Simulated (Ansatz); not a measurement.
Base system: Na₃Sb (space group P6_3/mmc, No. 194; a = 5.3122 Å, c = 9.4529 Å). Axes: x lies along a and z along c of the hexagonal cell.

Perturbation: uniaxial strain ε_zz = −3.00 %, all other strain components held at zero; the atoms relax in the strained cell.

Computed with PBEsol in Ansatz (plane waves to 420 eV, PAW, without spin-orbit coupling).

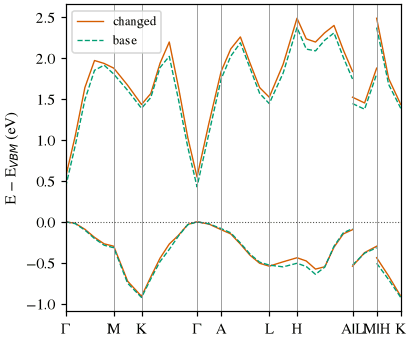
Highest valence and lowest conduction band along the path, each from its own valence-band maximum

### Question
From the figure, how large is the changed gap, and is it direct?

### Answer
About 0.55 eV, direct at Γ.

Spin-orbit coupling, missing from the scalar runs, can matter with Sb. No phonon test of stability was made.

Ansatz is a first-principles code.
